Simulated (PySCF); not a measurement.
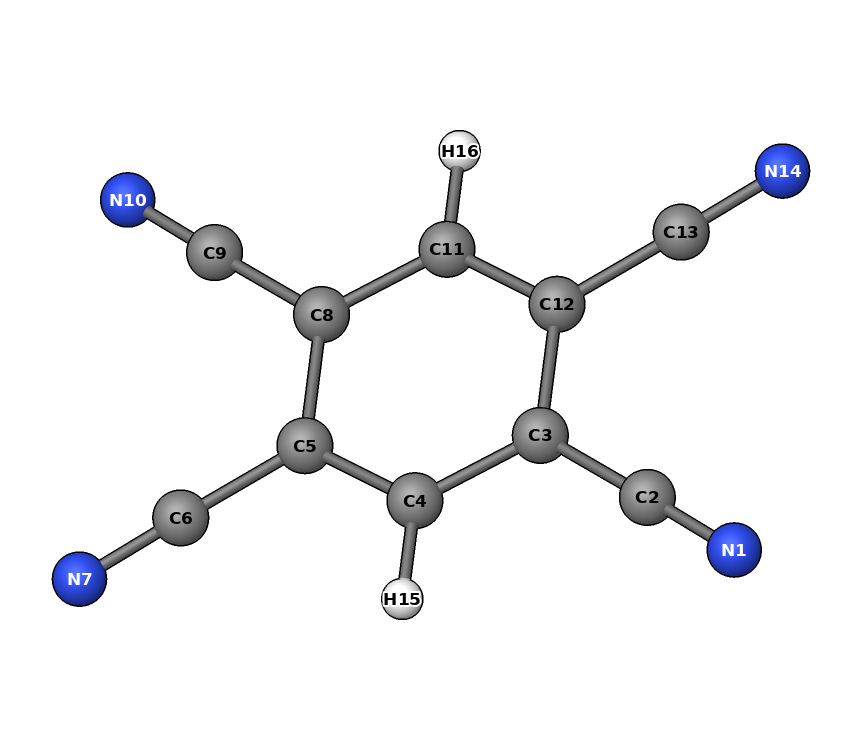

The questions are on Mulliken spin populations. Charge −1, doublet. The computed structure is the end point of a PBE0-D3(BJ)/def2-SVP optimisation. No frequency run is at hand to confirm it as a minimum. Method: UKS B3LYP, IGLO-III on C N, pcH-1 on H, non-relativistic (PySCF 2.14.0).

Give the Mulliken spin populations atom by atom.

```csv
atom,value (e)
N1,0.12
C2,−0.06
C3,0.24
C4,−0.11
C5,0.24
C6,−0.06
N7,0.12
C8,0.24
C9,−0.06
N10,0.12
C11,−0.11
C12,0.24
C13,−0.06
N14,0.12
H15,0.00
H16,0.00
```

Mulliken values depend strongly on the basis set.
